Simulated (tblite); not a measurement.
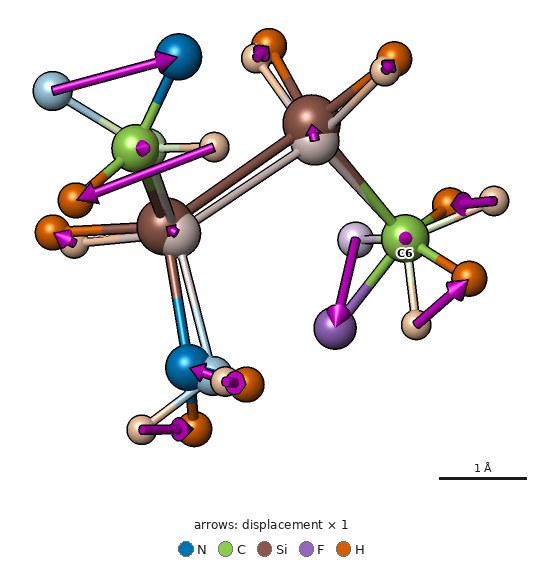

A relaxation of C2H8FN2Si2 (multiplicity 2). The starting structure is drawn faded, the final one solid; purple arrows show the displacements, at their true length. The two geometries are superimposed by the best rigid fit.

A ball-and-stick model, seen from a free direction.

The calculation used GFN2-xTB geometry optimisation, gas phase in tblite. 

What did the optimiser do to the structure, and how much energy did it gain?

Answer. An H atom moves most after the best rigid fit: 1.72 Å. By element the largest moves are H 1.72 Å, N 1.54 Å, F 1.40 Å, Si 0.21 Å, C 0.19 Å. Some distances before and after: C–Si 1.845 → 1.970 Å, Si–Si 2.212 → 2.324 Å, C–N 1.279 → 1.205 Å, C–Si 1.865 → 1.934 Å. Bond angles that change, for instance: Si–N–H 108.3° → 117.9°, Si–N–H 111.7° → 119.9°, Si–Si–H 109.0° → 117.0°. Groups turn about C–Si by about 105°, C–Si by about 55°. The energy falls by 80.1 kJ/mol in 216 geometry steps.
